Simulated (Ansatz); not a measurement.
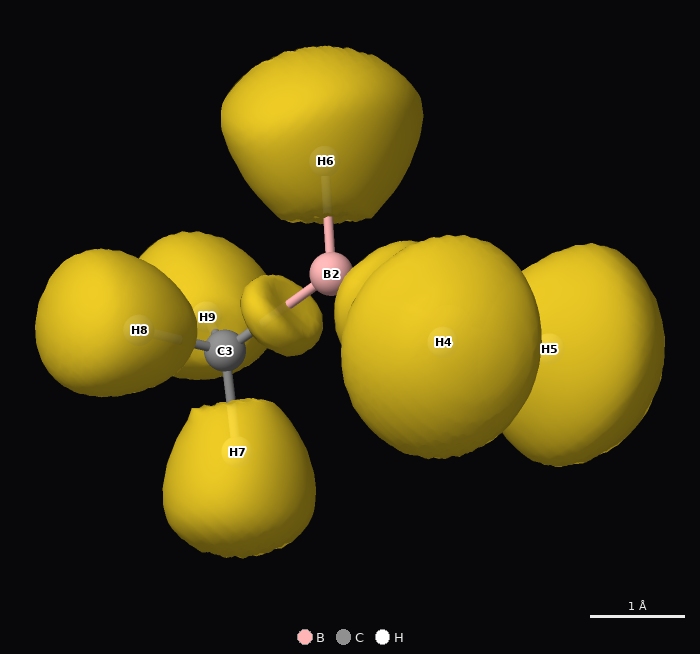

*CH6B2 (SMILES BBC). Isosurface of the electron localisation function at 0.85 (yellow), seen at a tilt. Core shells and regions of very low density are left out.*

Geometry: PBE0-D4/def2-TZVP.

These are results of Ansatz 0.2.0, RKS PBE0-D4/def2-TZVPP, not measurements.

```
atom    x (Å)    y (Å)    z (Å)
   B  -0.6954   0.7983  -1.2129
   B   0.2787   0.4468   0.0570
   C   0.3377  -0.8772   0.8870
   H  -0.3864   0.5553  -2.3478
   H  -1.7507   1.3544  -1.0707
   H   1.0678   1.3082   0.3706
   H  -0.4532  -1.6035   0.6965
   H   1.2978  -1.3546   0.6419
   H   0.3923  -0.6741   1.9612
```

> Describe the localisation domains.

At this value the surface marks out one region between bonded B–B atoms (shared pairs), one region between bonded B–C atoms (shared pairs) and six regions around hydrogen nuclei. Profiles from the grid: C–B (1.56 Å): the ELF peaks at about 0.95 between the atoms: a shared electron pair. B–B (1.64 Å): the ELF peaks at about 1 between the atoms, as expected for a shared electron pair.
